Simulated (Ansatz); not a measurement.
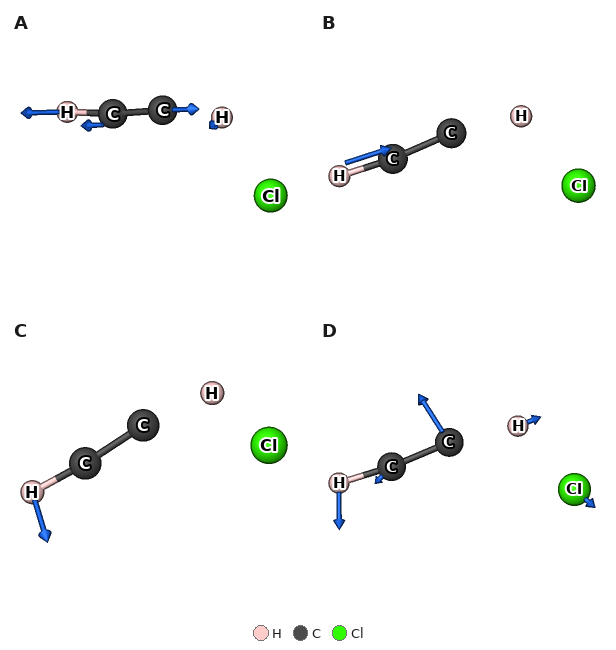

4 normal modes of one molecule or complex, as arrows. State: neutral, doublet. Harmonic vibrations computed with UKS PBE0-D4/def2-SVP (Ansatz 0.2.0) at a stationary point of the same level. It is a saddle point of order 1.

Question: Match the panels to the wavenumbers 357 cm⁻¹, 737 cm⁻¹, 2043 cm⁻¹, 3446 cm⁻¹.

Answer: A: 2043 cm⁻¹, C–C stretching
B: 3446 cm⁻¹, C–H stretching
C: 737 cm⁻¹
D: 357 cm⁻¹
